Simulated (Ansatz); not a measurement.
# AlFH5NSi: one molecule under many settings, part 2 of 2

Ansatz 0.2.0, Gaussian basis; the settings change from run to run.

### 7 SPW92/def2-mTZVP

Options: high accuracy.

File in.yaml:

```yaml
crystal:
  periodic: [false, false, false]
  atoms:
    - {symbol: F, position_ang: [-1.352499, 2.745767, 0.794979]}
    - {symbol: Al, position_ang: [-0.342529, 1.704808, 0.008811]}
    - {symbol: N, position_ang: [-0.451170, -0.008960, 0.442318]}
    - {symbol: Si, position_ang: [0.463792, -1.332593, -0.185034]}
    - {symbol: H, position_ang: [0.655434, 2.250546, -1.069055]}
    - {symbol: H, position_ang: [-1.132159, -0.254720, 1.150004]}
    - {symbol: H, position_ang: [1.248496, -2.025503, 0.873838]}
    - {symbol: H, position_ang: [1.399756, -0.771979, -1.194333]}
    - {symbol: H, position_ang: [-0.400620, -2.353668, -0.838629]}
basis:
  gaussian: {orbitals: def2-mTZVP}
hamiltonian: {xc: {name: SPW92}}
accuracy: high
output: {forces: true}
```

Started as:

```console
ansatz run in.yaml --threads 2 --pin off --events-out ev --progress --plain --max-ram 4352MiB
```

Log:

```text
Functional definition: SPW92
  name "SPW92"
  cite "Dirac, Proc. Camb. Phil. Soc. 26, 376 (1930) doi:10.1017/S0305004100016108"
  cite "Slater, Phys. Rev. 81, 385 (1951) doi:10.1103/PhysRev.81.385"
  cite "Perdew & Wang, Phys. Rev. B 45, 13244 (1992) doi:10.1103/PhysRevB.45.13244"
  exchange = slater_x
  correlation = pw_c
1952 factors; integrals over basis functions are off by at most 1.2e-8 eV
mean field evaluation 1: about -18663.7322 eV, gradient 8.6e1 eV
mean field evaluation 2: about -18602.4618 eV, gradient 1.6e2 eV
mean field evaluation 4: about -18676.4577 eV, gradient 2.0e1 eV
mean field evaluation 8: about -18677.1157 eV, gradient 8.9e-1 eV
mean field evaluation 16: about -18677.1179 eV, gradient 6.3e-5 eV
mean field -18677.11792520 eV, -686.3714239458 hartree, gradient 1.1e-8 eV, S^2 0.000000; 0 other end points of the search recorded, 0 dependent functions left out
the calculation of the forces begins
reference -18677.11792962 eV, -686.3714241084 hartree; 24, 24 occupied and 73, 73 virtual orbitals, 1952 factors
Total energy: -18677.11792962 eV, -686.3714241084 hartree
Atom 0 at    -1.352499     2.745767     0.794979 Å, force    -0.065573     0.041680     0.054349 eV/Å
Atom 1 at    -0.342529     1.704808     0.008811 Å, force    -0.020332    -0.123807     0.043979 eV/Å
Atom 2 at    -0.451170    -0.008960     0.442318 Å, force     0.280174     0.241551    -0.314449 eV/Å
Atom 3 at     0.463792    -1.332593    -0.185034 Å, force    -0.012144     0.046103    -0.001661 eV/Å
Atom 4 at     0.655434     2.250546    -1.069055 Å, force     0.112549     0.040967    -0.116674 eV/Å
Atom 5 at    -1.132159    -0.254720     1.150004 Å, force    -0.416331    -0.101994     0.423271 eV/Å
Atom 6 at     1.248496    -2.025503     0.873838 Å, force     0.111824    -0.089448     0.133990 eV/Å
Atom 7 at     1.399756    -0.771979    -1.194333 Å, force     0.117842     0.079934    -0.128350 eV/Å
Atom 8 at    -0.400620    -2.353668    -0.838629 Å, force    -0.108010    -0.134986    -0.094455 eV/Å
Dipole moment:     0.047585    -0.252300     0.001599 e Å
```

Run time: 3.8 s. Hardware: 2 threads of Arm Neoverse V1, shared host.

Largest force 0.602 eV/Å, dipole 1.23 D.

### 8 SVWN5/def2-SVP

Options: high accuracy.

in.yaml, as its differences from that of step 7:

```diff
@@ -13,5 +13,4 @@
 basis:
-  gaussian: {orbitals: def2-mTZVP}
-hamiltonian: {xc: {name: SPW92}}
+  gaussian: {orbitals: def2-SVP}
+hamiltonian: {xc: {name: SVWN5}}
 accuracy: high
-output: {forces: true}
```

The command is unchanged.

Log:

```text
Functional definition: SVWN5
  name "SVWN5"
  cite "Dirac, Proc. Camb. Phil. Soc. 26, 376 (1930) doi:10.1017/S0305004100016108"
  cite "Slater, Phys. Rev. 81, 385 (1951) doi:10.1103/PhysRev.81.385"
  cite "Vosko, Wilk & Nusair, Can. J. Phys. 58, 1200 (1980) doi:10.1139/p80-159"
  exchange = slater_x
  correlation = vwn5_c
1948 factors; integrals over basis functions are off by at most 3.3e-9 eV
mean field evaluation 1: about -18656.6791 eV, gradient 7.4e1 eV
mean field evaluation 2: about -18607.1325 eV, gradient 1.5e2 eV
mean field evaluation 4: about -18667.0491 eV, gradient 1.8e1 eV
mean field evaluation 8: about -18667.5929 eV, gradient 5.3e-1 eV
mean field evaluation 16: about -18667.5938 eV, gradient 6.4e-5 eV
mean field -18667.59384176 eV, -686.0214203352 hartree, gradient 4.2e-8 eV, S^2 0.000000; 0 other end points of the search recorded, 0 dependent functions left out
reference -18667.59384570 eV, -686.0214204797 hartree; 24, 24 occupied and 65, 65 virtual orbitals, 1948 factors
Total energy: -18667.59384570 eV, -686.0214204797 hartree
```

It took 2.3 s on 2 threads of Arm Neoverse V1, shared host.

### 9 CAM-B3LYP/STO-3G

This run has atoms shaken by 0.08 Å, a point charge of 0.50 e beside it, D3(BJ) with three-body dispersion, relativity set to none.

File in.yaml:

```yaml
crystal:
  periodic: [false, false, false]
  atoms:
    - {symbol: F, position_ang: [-1.222928, 2.688455, 0.834861]}
    - {symbol: Al, position_ang: [-0.272490, 1.793349, -0.225307]}
    - {symbol: N, position_ang: [-0.403256, 0.040415, 0.332999]}
    - {symbol: Si, position_ang: [0.440690, -1.196563, -0.067681]}
    - {symbol: H, position_ang: [0.654676, 2.210894, -1.073219]}
    - {symbol: H, position_ang: [-1.083137, -0.305771, 1.148232]}
    - {symbol: H, position_ang: [1.333520, -2.036787, 0.933082]}
    - {symbol: H, position_ang: [1.450464, -0.703471, -1.120748]}
    - {symbol: H, position_ang: [-0.308805, -2.358306, -0.834048]}
basis:
  gaussian: {orbitals: STO-3G, point_charges: [{charge: 0.50, position_ang: [4.085, -0.928, -0.072]}]}
hamiltonian: {xc: {name: CAM-B3LYP}, dispersion: d3bjatm, pseudopotentials: {relativity: none}}
```

Same command.

Log:

```text
Functional definition: CAM-B3LYP
  name "CAM-B3LYP"
  cite "Yanai, Tew & Handy, Chem. Phys. Lett. 393, 51 (2004) doi:10.1016/j.cplett.2004.06.011"
  cite "Iikura, Tsuneda, Yanai & Hirao, J. Chem. Phys. 115, 3540 (2001) doi:10.1063/1.1383587"
  cite "Becke, Phys. Rev. A 38, 3098 (1988) doi:10.1103/PhysRevA.38.3098"
  cite "Lee, Yang & Parr, Phys. Rev. B 37, 785 (1988) doi:10.1103/PhysRevB.37.785"
  cite "Vosko, Wilk & Nusair, Can. J. Phys. 58, 1200 (1980) doi:10.1139/p80-159"
  parameter alpha = 0.19
  parameter beta = 0.46
  parameter omega = 0.33/bohr
  parameter ac = 0.81
  # Exact exchange under (alpha + beta erf(omega r))/r, Becke's under what is left of 1/r.
  exchange = (1 - alpha - beta)*b88_x + beta*b88_x_sr(omega) + alpha*exact_x + beta*exact_x_lr(omega)
  correlation = (1 - ac)*vwn5_c + ac*lyp_c
402 factors; integrals over basis functions are off by at most 4.4e-5 eV
179 factors; integrals over basis functions are off by at most 2.8e-6 eV
mean field evaluation 1: about -18526.3396 eV, gradient 3.1e1 eV
mean field evaluation 2: about -18527.3064 eV, gradient 3.0e1 eV
mean field evaluation 4: about -18529.9754 eV, gradient 7.8e-1 eV
mean field evaluation 8: about -18529.9394 eV, gradient 9.3e-3 eV
mean field -18529.93940003 eV, -680.9627129070 hartree, gradient 4.7e-5 eV, S^2 0.000000; 0 other end points of the search recorded, 0 dependent functions left out
reference -18529.93948695 eV, -680.9627161012 hartree; 24, 24 occupied and 9, 9 virtual orbitals, 402 factors
Total energy: -18530.08512562 eV, -680.9680682237 hartree
```

It took 0.65 s on 2 threads of Arm Neoverse V1, shared host.

### 10 SPW92/def2-TZVP

Set apart from the defaults: high accuracy, the search for lower states set to off.

File in.yaml:

```yaml
crystal:
  periodic: [false, false, false]
  atoms:
    - {symbol: F, position_ang: [-1.352499, 2.745767, 0.794979]}
    - {symbol: Al, position_ang: [-0.342529, 1.704808, 0.008811]}
    - {symbol: N, position_ang: [-0.451170, -0.008960, 0.442318]}
    - {symbol: Si, position_ang: [0.463792, -1.332593, -0.185034]}
    - {symbol: H, position_ang: [0.655434, 2.250546, -1.069055]}
    - {symbol: H, position_ang: [-1.132159, -0.254720, 1.150004]}
    - {symbol: H, position_ang: [1.248496, -2.025503, 0.873838]}
    - {symbol: H, position_ang: [1.399756, -0.771979, -1.194333]}
    - {symbol: H, position_ang: [-0.400620, -2.353668, -0.838629]}
basis:
  gaussian: {orbitals: def2-TZVP}
hamiltonian: {xc: {name: SPW92}}
accuracy: high
scf: {lower_state_search: off}
```

Same command.

Log:

```text
Functional definition: SPW92
  name "SPW92"
  cite "Dirac, Proc. Camb. Phil. Soc. 26, 376 (1930) doi:10.1017/S0305004100016108"
  cite "Slater, Phys. Rev. 81, 385 (1951) doi:10.1103/PhysRev.81.385"
  cite "Perdew & Wang, Phys. Rev. B 45, 13244 (1992) doi:10.1103/PhysRevB.45.13244"
  exchange = slater_x
  correlation = pw_c
these checks for a lower state are left out or cut short: stability, starts, cluster_reference, orbital_swaps, neighbouring_geometries, increment
3012 factors; integrals over basis functions are off by at most 5.3e-9 eV
mean field evaluation 1: about -18664.5756 eV, gradient 8.6e1 eV
mean field evaluation 2: about -18602.1122 eV, gradient 1.6e2 eV
mean field evaluation 4: about -18677.4124 eV, gradient 1.7e1 eV
mean field evaluation 8: about -18677.9443 eV, gradient 1.0e0 eV
mean field evaluation 16: about -18677.9469 eV, gradient 1.5e-4 eV
mean field -18677.94686706 eV, -686.4018869974 hartree, gradient 3.5e-8 eV, S^2 0.000000; 0 other end points of the search recorded, 0 dependent functions left out
reference -18677.94687147 eV, -686.4018871595 hartree; 24, 24 occupied and 142, 142 virtual orbitals, 3012 factors
Total energy: -18677.94687147 eV, -686.4018871595 hartree
Checks for a lower state left out: stability, starts, cluster_reference, orbital_swaps, neighbouring_geometries, increment
```

Wall time 6 s (2 threads of Arm Neoverse V1, shared host); peak memory 0.5 GiB.

### 11 All runs side by side

| level | charge | multiplicity | geometry | functions | energy (eV) | time |
| --- | --- | --- | --- | --- | --- | --- |
| RPA/x2c-TZVPPall | 0 | 1 | relaxed | 216 | -18771.783 | 28 s |
| r2SCAN/aug-pcseg-2 | 0 | 1 | shaken, point charge | 307 | -18764.218 | 9 s |
| BLYP/def2-mTZVP | 1 | 2 | relaxed | 97 | -18757.774 | 9.5 s |
| r2SCAN50/def2-SVP | 0 | 3 | relaxed | 89 | -18747.439 | 16 s |
| r2SCAN50/6-31G* | -1 | 2 | relaxed | 78 | -18759.028 | 16 s |
| SPW92/def2-mTZVP | 0 | 1 | relaxed | 97 | -18677.118 | 3.8 s |
| SVWN5/def2-SVP | 0 | 1 | relaxed | 89 | -18667.594 | 2.3 s |
| CAM-B3LYP/STO-3G | 0 | 1 | shaken, point charge | 33 | -18530.085 | 0.65 s |
| SPW92/def2-TZVP | 0 | 1 | relaxed | 166 | -18677.947 | 6 s |

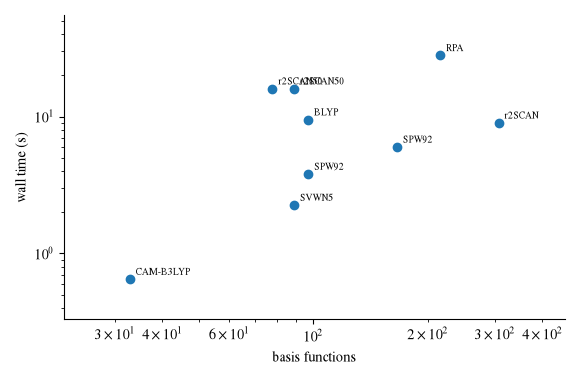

Wall time against the number of basis functions (shared host).

### 12 Outcome

The summary covers parts 1 to 2.

```
                                         quantity                     value
                                             runs                         9
                                         quickest  CAM-B3LYP/STO-3G, 0.65 s
                                          slowest    RPA/x2c-TZVPPall, 28 s
spread of total energies, same state and geometry                  104.2 eV
```

Run time spans a factor of 43, from CAM-B3LYP/STO-3G to RPA/x2c-TZVPPall. The jobs differ in tasks and options as well as level. Total energies at one charge and spin differ by 104 eV between levels, so only differences within one level mean anything. Some of these runs are scalar-relativistic and others not, which shifts the totals of all-electron atoms past neon by eV; core potentials, where a basis has them, take the core out of the total altogether. At the PBE0-D4/def2-TZVP geometry and in the same state, runs without warnings or point charges leave forces up to 0.60 eV/Å (SPW92/def2-mTZVP).
